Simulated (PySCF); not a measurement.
## A study: HI, SMILES `I`

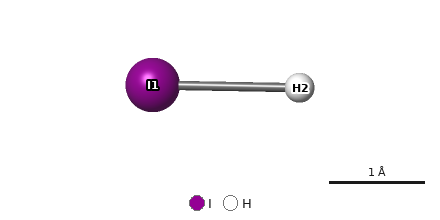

The molecule, with its atoms numbered as below. No frequency check shows the geometry to be a minimum.

Cartesian coordinates (Å):

```
I1       0.0291    0.0000    0.0000
H2      -1.5423    0.0000    0.0000
```

Part 1: Bonding charge

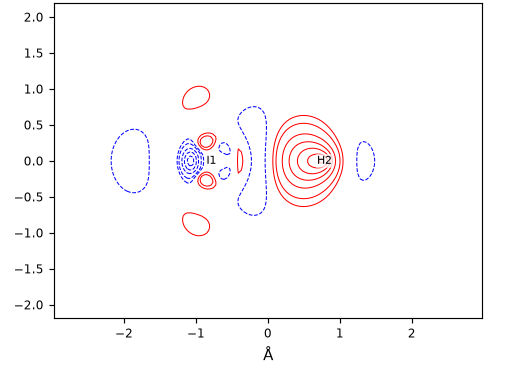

Deformation density (molecule less spherical, spin-averaged free atoms) in a plane that holds the bond; contours at ±0.05 to ±0.8 e/Å³; solid red lines: gain, dashed blue lines: loss.

Level of theory: PBE0/def2-TZVP (PySCF), at a geometry from GFN2-xTB. Core potentials replace the inner electrons of I; spin–orbit coupling isn't included.

Question: How much density has each bond in this plane gained at its critical point, relative to the free atoms?

Answer: I1–H2: +0.24 e/Å³ at the bond critical point (bond length 1.57 Å, Mayer order 1.0). In all, 0.4 electrons gather in the regions of gain relative to the promolecule.

Question: Where do the Hirshfeld charges lie?

Answer: The highest Hirshfeld charge is on H2 (+0.04 e), the lowest on I1 (−0.04 e).

Part 2: Bond critical points

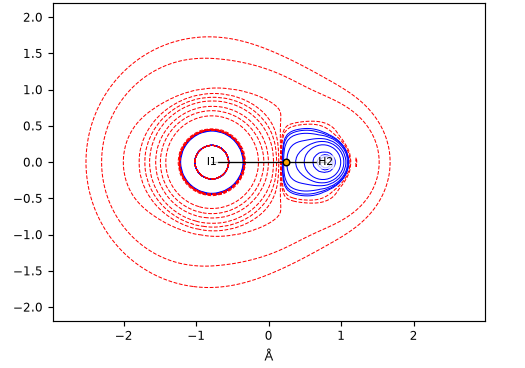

Negative Laplacian of the density (−∇²ρ) in a plane that holds the bond (solid blue lines positive, dashed red lines negative, contours at ±0.02 to ±8 a.u.), with bond paths and bond critical points (dots).

Question: Sort the bonds in the plane by the sign of ∇²ρ at their critical points.

Answer: Concentrated (∇²ρ < 0): I1–H2 (−0.16 a.u.). At none is it depleted.

Question: Where along I1–H2 does the critical point lie?

Answer: 1.02 Å from I1 and 0.55 Å from H2.

Part 3: Electrostatic potential

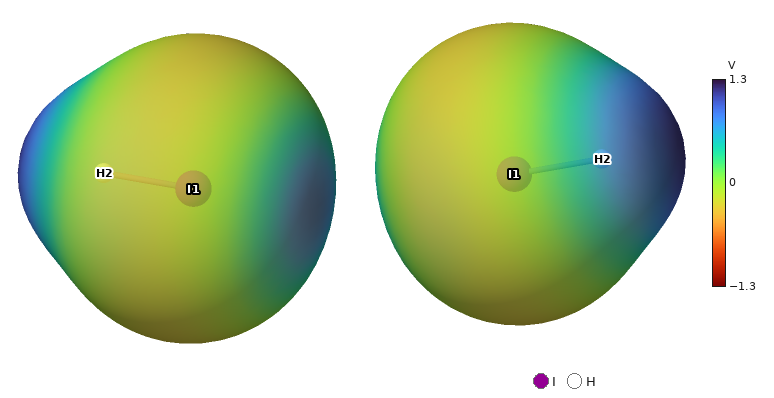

Electrostatic potential on the surface of electron density 0.001 a.u. (back view left, front view right).

Question: Where are the extremes of the potential on the surface?

Answer: Highest: 1.23 V, 1.3 Å from H2. Further maxima include 1.03 V, 2.2 Å from I1. Lowest: −0.30 V, 2.4 Å from I1, and at like points elsewhere. The surface is sampled at points, so like sites can differ by a few per cent and only the strongest of them is named.

Question: Does I1 carry a σ-hole?

Answer: Yes: a local maximum of +1.03 V lies on the extension of the H2–I1 bond.

Question: What volume does the surface enclose, and what is the dipole moment?

Answer: About 61 Å³; the dipole moment is 0.5 D.

Part 4: In an electric field

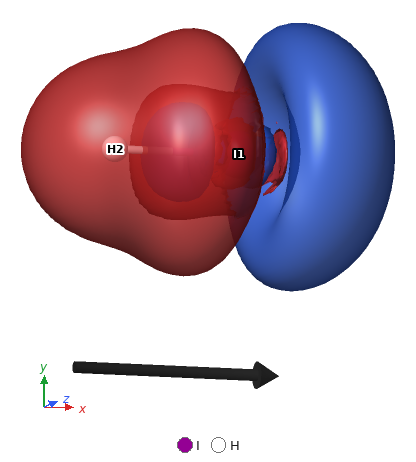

Change of the electron density in a uniform field of 0.21 V/Å along +x (arrow), surfaces at ±0.001 e/Å³ (red: gain, blue: loss).

Computed with PySCF, PBE0/def2-TZVP, geometry: GFN2-xTB. Core potentials replace the inner electrons of I; spin–orbit coupling isn't included. A basis without diffuse functions makes polarisabilities too small.

Question: What dipole is induced, and what polarisability does it imply?

Answer: The induced dipole is 0.32 D (along the field); α along this axis, from the fields in both directions, is 31 bohr³ (4.7 Å³).

Question: Which atoms gain and lose the most charge?

Answer: Electrons gather most on H2 (Hirshfeld charge changes by −0.013 e) and leave I1 most (+0.013 e); 0.030 electrons are displaced in all.
